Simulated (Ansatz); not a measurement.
# InSiH₄OF₃: single-point calculation

InSiH₄OF₃, computed with RKS PBE0-D4/def2-TZVPP (Ansatz 0.2.0).

The geometry comes from this level: PBE0-D4/def2-TZVP.

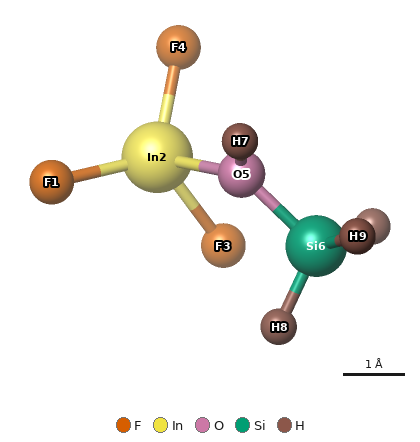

Figure 1. The structure as given in the input (ball-and-stick view, seen at a tilt; atoms are numbered from 1 in the order of the input). Sticks mark near contacts. Bond lengths as drawn: F–In 1.93 to 1.96 Å, H–O 0.96 Å, H–Si 1.47 to 1.49 Å, In–O 2.22 Å and O–Si 1.71 Å.

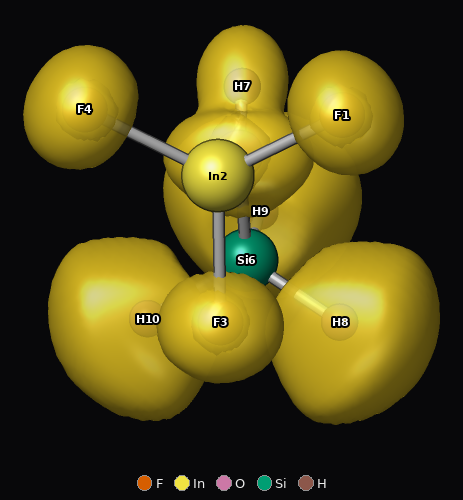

Figure 2. Isosurface of the ELF at 0.75 (yellow), seen at an oblique angle. Core shells and regions of very low density are left out. Along the contacts the grid gives the following. In–F (1.93 Å): the ELF peaks at about 0.80 in the valence shell of F, 0.5 Å from its nucleus, and drops to about 0.15 between the two atoms.

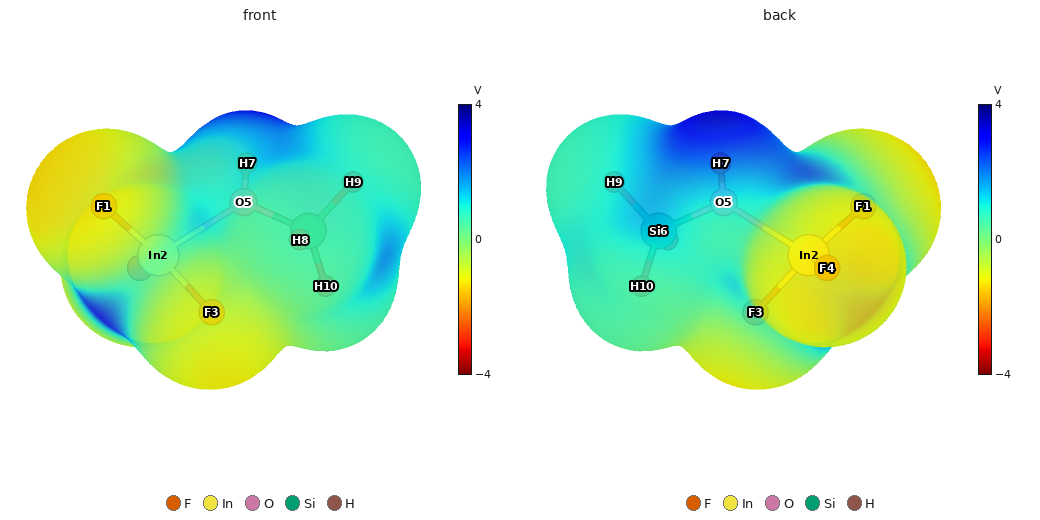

Figure 3. The molecular electrostatic potential painted on the density surface at 0.001 e/bohr³, seen at a tilt and from behind; the colour scale runs from red (negative) to blue (positive).

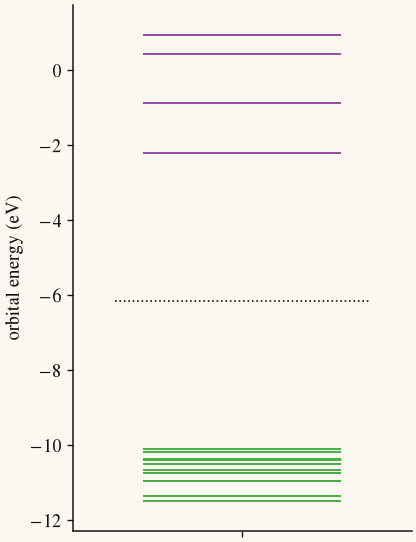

Figure 4. Orbital energies near the frontier; the dotted line parts filled from empty levels, and levels within 0.02 eV of each other stand side by side. Highest filled −10.11 eV, lowest empty −2.20 eV, 7.91 eV apart.

The input that produced these results follows, with the program's output.

**Input file**
```yaml
crystal:
  periodic: [false, false, false]
  atoms:
    - {symbol: F, position_ang: [-1.655707, -2.662393, -0.383600]}
    - {symbol: In, position_ang: [-0.112679, -1.623419, -0.908826]}
    - {symbol: F, position_ang: [1.338624, -1.367706, 0.377689]}
    - {symbol: F, position_ang: [0.256398, -1.415874, -2.795182]}
    - {symbol: O, position_ang: [-0.593003, 0.439277, -0.245026]}
    - {symbol: Si, position_ang: [0.384980, 1.223984, 0.922742]}
    - {symbol: H, position_ang: [-1.322543, 0.951486, -0.602339]}
    - {symbol: H, position_ang: [0.314859, 0.474784, 2.188336]}
    - {symbol: H, position_ang: [-0.275323, 2.547491, 1.061943]}
    - {symbol: H, position_ang: [1.747695, 1.381267, 0.387163]}
basis:
  gaussian: {orbitals: def2-TZVPP}
hamiltonian: {xc: pbe0, dispersion: d4}
output: {orbitals: {seedname: orbitals}}
```

Command:
```bash
ansatz run in.yaml --threads 4 --pin off --events-out ev --progress --plain --max-ram 11315MiB
```

**Output**
```
Functional definition: PBE0
  name "PBE0"
  cite "Adamo & Barone, J. Chem. Phys. 110, 6158 (1999) doi:10.1063/1.478522"
  cite "Perdew, Burke & Ernzerhof, Phys. Rev. Lett. 77, 3865 (1996) doi:10.1103/PhysRevLett.77.3865"
  parent pbe
  parameter a = 0.25
  parameter kappa = 0.804
  parameter beta = 0.06672455060314922
  exchange = (1 - a)*pbe_x(kappa = kappa, mu = beta*pi^2/3) + a*exact_x
  correlation = pbe_c(beta = beta)
1627 factors; their error is unknown
mean field evaluation 1: about -23299.8232 eV, gradient 8.1e1 eV
mean field evaluation 2: about -23278.7913 eV, gradient 1.4e2 eV
mean field evaluation 4: about -23309.5175 eV, gradient 6.5e0 eV
mean field evaluation 8: about -23309.5763 eV, gradient 1.1e-1 eV
mean field evaluation 16: about -23309.6727 eV, gradient 3.3e-4 eV
mean field -23309.67269173 eV, -856.6146715576 hartree, gradient 4.8e-5 eV, S^2 0.000000; 0 other end points of the search recorded, 0 dependent functions left out
reference -23309.67274969 eV, -856.6146736873 hartree; 37, 37 occupied and 235, 235 virtual orbitals, 1627 factors
Total energy: -23309.85521604 eV, -856.6213792021 hartree
```

**Summary**

| quantity | value |
| --- | --- |
| outcome | converged |
| total energy | −23309.8552 eV |
| mean-field energy | −23309.6727 eV |
| dispersion energy | −0.1825 eV |
| SCF solution under orbital rotations | stable |
| HOMO | −10.11 eV |
| LUMO | −2.20 eV |
| hardware | 4 threads of Arm Neoverse V2, 23 GiB of memory available, shared host |
| wall time | 4.7 s (CPU time 18 s) |
| peak memory | 0.85 GiB |
